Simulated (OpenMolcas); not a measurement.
Single-point calculation, with input and output: CHF₂S (part 1 of 2)

CHF₂S, multiplicity 2, computed with HF/ANO-RCC-MB, UHF, DKH2 (OpenMolcas 26.06).

The geometry comes from this level: GFN2-xTB.

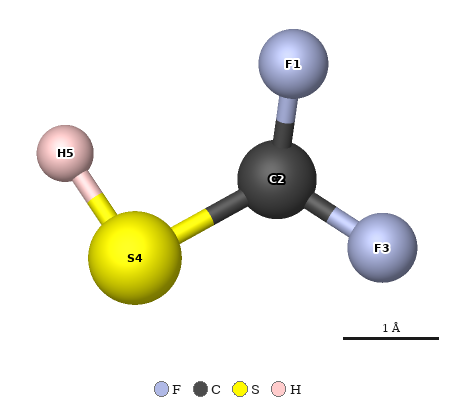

Fig. 1: The structure as given in the input (ball-and-stick view, seen on its broad side; atoms are numbered from 1 in the order of the input). Bond lengths as drawn: C–F 1.33 to 1.34 Å, C–S 1.75 Å and H–S 1.34 Å.

## The input
```
&gateway
coord
5
angstrom
F        1.059930       0.084330       0.946710
C        0.237900      -0.492110       0.056920
F       -0.201370      -1.651490       0.543360
S       -0.976730       0.526160      -0.679570
H       -0.119740       1.533120      -0.867410
basis=ANO-RCC-MB
group=NoSym
&seward
&scf
uhf
spin=2
prorbitals=1 2
```

Run on 1 thread of Arm Neoverse V1, 24 GiB of memory available, shared host.

Run as:
```bash
export MOLCAS_MEM=1860
pymolcas step1.input > step1.log
```

## What the program printed
```
--- Start Module: gateway ---

                                              &GATEWAY

                       available to each process: 1.9 GB of memory, 1 thread

++    Symmetry information:
      ---------------------

                    Character Table for C1

                             E
                    a        1  x, y, xy, Rz, z, xz, Ry, yz, Rx, I
--

++    Basis set information:
      ----------------------

      Basis set label: F.ANO-RCC...2S1P.

      Electronic valence basis set:
      ------------------
      Associated Effective Charge   9.000000 au
      Associated Actual Charge      9.000000 au
      Nuclear Model: Point charge

      Shell  nPrim  nBasis  Cartesian Spherical Contaminant
         s      14       2        X
         p       9       1        X

      Basis set label: C.ANO-RCC...2S1P.

      Electronic valence basis set:
      ------------------
      Associated Effective Charge   6.000000 au
      Associated Actual Charge      6.000000 au
      Nuclear Model: Point charge

      Shell  nPrim  nBasis  Cartesian Spherical Contaminant
         s      14       2        X
         p       9       1        X

      Basis set label: F.ANO-RCC...2S1P.

      Electronic valence basis set:
      ------------------
      Associated Effective Charge   9.000000 au
      Associated Actual Charge      9.000000 au
      Nuclear Model: Point charge

      Shell  nPrim  nBasis  Cartesian Spherical Contaminant
         s      14       2        X
         p       9       1        X

      Basis set label: S.ANO-RCC...3S2P.

      Electronic valence basis set:
      ------------------
      Associated Effective Charge  16.000000 au
      Associated Actual Charge     16.000000 au
      Nuclear Model: Point charge

      Shell  nPrim  nBasis  Cartesian Spherical Contaminant
         s      17       3        X
         p      12       2        X

      Basis set label: H.ANO-RCC...1S.

      Electronic valence basis set:
      ------------------
      Associated Effective Charge   1.000000 au
      Associated Actual Charge      1.000000 au
      Nuclear Model: Point charge

      Shell  nPrim  nBasis  Cartesian Spherical Contaminant
         s       8       1        X
--

++    Molecular structure info:
      -------------------------

                    ************************************************
                    **** Cartesian Coordinates / bohr, angstrom ****
                    ************************************************

     Center  Label                x              y              z                     x              y              z
        1      F1               2.002977       0.159361       1.789023              1.059930       0.084330       0.946710
        2      C2               0.449566      -0.929953       0.107563              0.237900      -0.492110       0.056920
        3      F3              -0.380534      -3.120864       1.026802             -0.201370      -1.651490       0.543360
        4      S4              -1.845752       0.994298      -1.284201             -0.976730       0.526160      -0.679570
        5      H5              -0.226276       2.897177      -1.639167             -0.119740       1.533120      -0.867410

                    ***************************************
                    *    InterNuclear Distances / bohr    *
                    ***************************************

               1 F1            2 C2            3 F3            4 S4            5 H5
    1 F1       0.000000
    2 C2       2.535152        0.000000
    3 F3       4.125770        2.516775        0.000000
    4 S4       4.995452        3.302762        4.941878        0.000000
    5 H5       4.921148        4.260840        6.583920        2.523817        0.000000

                    *******************************************
                    *    InterNuclear Distances / angstrom    *
                    *******************************************

               1 F1            2 C2            3 F3            4 S4            5 H5
    1 F1       0.000000
    2 C2       1.341545        0.000000
    3 F3       2.183264        1.331820        0.000000
    4 S4       2.643480        1.747746        2.615129        0.000000
    5 H5       2.604159        2.254739        3.484060        1.335546        0.000000

                    **************************************
                    *    Valence Bond Angles / degree    *
                    **************************************
                          Atom centers                 Phi
                      1 F1       2 C2       3 F3       109.51
--

            Nuclear Potential Energy            160.36433102 au

--- Stop Module: gateway /rc=_RC_ALL_IS_WELL_ ---

--- Start Module: seward ---

                                              &SEWARD

                       available to each process: 1.9 GB of memory, 1 thread

               SEWARD will generate:
                  Multipole Moment integrals up to order  2
                  Kinetic Energy integrals
                  Nuclear Attraction integrals (point charge)
                  One-Electron Hamiltonian integrals
                  Velocity integrals
                  Relativistic Douglas-Kroll-Hess integrals:
                    - Parametrization         : EXP
                    - DKH order of Hamiltonian: 2
                    - DKH order of Properties : 0
                         - multipole moment operators
                         - electric potential operators
                         - contact operators
                  Orbital angular momentum around ( -0.2775  -0.3943   0.1455 )
                  Velocity quadrupole around ( -0.2775  -0.3943   0.1455 )
                  Atomic mean-field integrals
                  Two-Electron Repulsion integrals

                   Integrals are discarded if absolute value <: 1.00E-14
                   Integral cutoff threshold is set to       <: 1.00E-16

            Nuclear Potential Energy            160.36433102 au

      Basis set specifications :
      Symmetry species         a
      Basis functions           25

--- Stop Module: seward /rc=_RC_ALL_IS_WELL_ ---
--- Module seward spent 1 second ---

--- Start Module: scf ---

                                                &SCF

                       available to each process: 1.9 GB of memory, 1 thread

++    Input section:
      --------------

      Header of the integral files:

      Cartesian coordinates in angstrom:
      -----------------------------------------------------
      No.  Label        X            Y            Z
      -----------------------------------------------------
       1   F1         1.05993000   0.08433000   0.94671000
       2   C2         0.23790000  -0.49211000   0.05692000
       3   F3        -0.20137000  -1.65149000   0.54336000
       4   S4        -0.97673000   0.52616000  -0.67957000
       5   H5        -0.11974000   1.53312000  -0.86741000
      -----------------------------------------------------
      Nuclear repulsion energy =  160.36433102
--

++    Orbital specifications:
      -----------------------

      Symmetry species               1
                                     a
      Frozen orbitals                0
      Occupied orbitals alpha       21
      Occupied orbitals beta        20
      Secondary orbitals alpha       4
      Secondary orbitals beta        5
      Deleted orbitals               0
      Total number of orbitals      25
      Number of basis functions     25
--

      Molecular charge                           0.000

++    Optimization specifications:
      ----------------------------

      SCF Algorithm: Conventional USCF
      D(i)-D(i-1) density differences are used
      Number of density matrices in core                 5
      Maximum number of NDDO SCF iterations            400
      Maximum number of HF SCF iterations              400
      Threshold for SCF energy change             1.00E-09
      Threshold for density matrix                1.00E-04
      Threshold for Fock matrix                   1.50E-04
      Threshold for linear dependence             1.00E-09
      Threshold at which DIIS is turned on        1.50E-01
      Maximum depth in the DIIS procedure                5
      Maximum depth in the BFGS Hessian update          30
      Threshold at which QNR/C2DIIS is turned on  7.50E-02
      Threshold for Norm(delta) (QNR/C2DIIS)      1.00E-03
      All orbitals punched on: UHFORB
--

      Input vectors read from INPORB
      Orbital file label: *Guess orbitals

++ Convergence information
                               UHF SCF        iterations: Energy and convergence statistics

Iter     Tot. SCF        One-elec.       Two-elec.     Energy      Max Dij or  Max Fij      DNorm      TNorm      AccCon     Time
         Energy          Energy          Energy        Change      Delta Norm                                                in Sec.
   1  -635.709840411 -1197.288618611   401.214447181   0.00E+00    3.17E-01*   1.01E-01*    9.33E+00   1.02E+02   None         0.
   2  -635.869315839 -1197.669644050   401.435997192  -1.59E-01*   1.17E-01*   4.30E-02*    1.62E+00   1.02E+02   EDIIS        0.
   3  -635.882582490 -1197.806650532   401.559737024  -1.33E-02*   4.32E-02*   2.84E-02*    3.79E-01   1.02E+02   c2DIIS       0.
   4  -635.886350737 -1197.877714144   401.627032387  -3.77E-03*   3.63E-02*   7.56E-03*    1.31E-01   1.02E+02   QNRc2DIIS    0.
   5  -635.886686403 -1197.879309032   401.628291610  -3.36E-04*   4.57E-02*   3.75E-03*    5.93E-02   1.02E+02   QNRc2DIIS    0.
   6  -635.886857331 -1197.883922962   401.632734613  -1.71E-04*   6.73E-03*   7.03E-04*    8.05E-02   1.02E+02   QNRc2DIIS    0.
   7  -635.886867230 -1197.886619020   401.635420772  -9.90E-06*   6.66E-03*   3.51E-04*    1.45E-02   1.02E+02   QNRc2DIIS    0.
   8  -635.886871004 -1197.886965704   401.635763681  -3.77E-06*   5.44E-04    7.87E-05     1.44E-02   1.02E+02   QNRc2DIIS    0.
   9  -635.886871081 -1197.886654073   401.635451973  -7.72E-08*   7.21E-04    6.74E-05     1.22E-03   1.02E+02   QNRc2DIIS    0.
  10  -635.886871133 -1197.886303201   401.635101050  -5.17E-08*   7.89E-05    1.04E-05     1.60E-03   1.02E+02   QNRc2DIIS    0.
  11  -635.886871134 -1197.886341386   401.635139233  -1.25E-09*   1.03E-04    5.98E-06     1.70E-04   1.02E+02   QNRc2DIIS    0.
  12  -635.886871135 -1197.886423336   401.635221183  -3.96E-10    3.57E-05    4.05E-06     2.19E-04   1.02E+02   QNRc2DIIS    0.

       Convergence after  12 Iterations
--

 *****************************************************************************************************************************
 *                                             SCF/KS-DFT Program, Final results                                             *
 *                                                       Final Results                                                       *
 *****************************************************************************************************************************

::    Total SCF energy                               -635.8868711346
      One-electron energy                           -1197.8864233361
      Two-electron energy                             401.6352211830
      Nuclear repulsion energy                        160.3643310186
      Kinetic energy (interpolated)                   644.6409656766
      Virial theorem                                    0.9864202013
      Total spin, S(S+1)                                0.7563129999
      Total spin, S                                     0.5031515339
      Max non-diagonal density matrix element           0.0000221113
      Max non-diagonal Fock matrix element              0.0000037813

      All orbitals with orbital energies smaller than  E(LUMO)+0.5 are printed

++    Molecular orbitals:
      -------------------

      Title: UHF orbitals (alpha)

      Molecular orbitals for symmetry species 1: a

      Basis set list:
        1 F1     1s                 10 C2     2pz                19 S4     2px
        2 F1     2s                 11 F3     1s                 20 S4     3px
        3 F1     2px                12 F3     2s                 21 S4     2py
        4 F1     2py                13 F3     2px                22 S4     3py
        5 F1     2pz                14 F3     2py                23 S4     2pz
        6 C2     1s                 15 F3     2pz                24 S4     3pz
        7 C2     2s                 16 S4     1s                 25 H5     1s
        8 C2     2px                17 S4     2s
        9 C2     2py                18 S4     3s

  Index Energy  Occupation Coefficients ...

    1  -92.4049    1.0000         16 S4     1s     ( 1.000),

    2  -26.3453    1.0000         11 F3     1s     ( 1.000),

    3  -26.3378    1.0000          1 F1     1s     (-1.000),

    4  -11.5998    1.0000          6 C2     1s     ( 1.000),

    5   -9.1620    1.0000         17 S4     2s     ( 1.000),

    6   -6.7943    1.0000         21 S4     2py    ( 0.951),

    7   -6.7917    1.0000         19 S4     2px    ( 0.974),

    8   -6.7878    1.0000         23 S4     2pz    ( 0.971),

    9   -1.7373    1.0000          2 F1     2s     ( 0.568),    12 F3     2s     ( 0.608),

   10   -1.6662    1.0000          2 F1     2s     (-0.677),    12 F3     2s     ( 0.639),

   11   -1.1512    1.0000          7 C2     2s     ( 0.349),    18 S4     3s     ( 0.627),

   12   -0.9381    1.0000          2 F1     2s     ( 0.318),     7 C2     2s     (-0.495),    12 F3     2s     ( 0.336),    14 F3     2py    (-0.314),
                                  18 S4     3s     ( 0.431),

   13   -0.8188    1.0000          3 F1     2px    (-0.404),     5 F1     2pz    ( 0.329),     8 C2     2px    (-0.300),    10 C2     2pz    ( 0.305),
                                  13 F3     2px    (-0.259),    14 F3     2py    ( 0.367),    15 F3     2pz    ( 0.296),

   14   -0.8033    1.0000          2 F1     2s     (-0.263),     3 F1     2px    (-0.279),     5 F1     2pz    (-0.392),    14 F3     2py    (-0.264),
                                  15 F3     2pz    ( 0.519),

   15   -0.7921    1.0000          4 F1     2py    (-0.460),     5 F1     2pz    ( 0.326),     9 C2     2py    (-0.272),    13 F3     2px    ( 0.464),
                                  18 S4     3s     ( 0.318),

   16   -0.7237    1.0000          3 F1     2px    (-0.578),     4 F1     2py    ( 0.375),    13 F3     2px    ( 0.528),    14 F3     2py    (-0.317),
                                  15 F3     2pz    (-0.297),
```
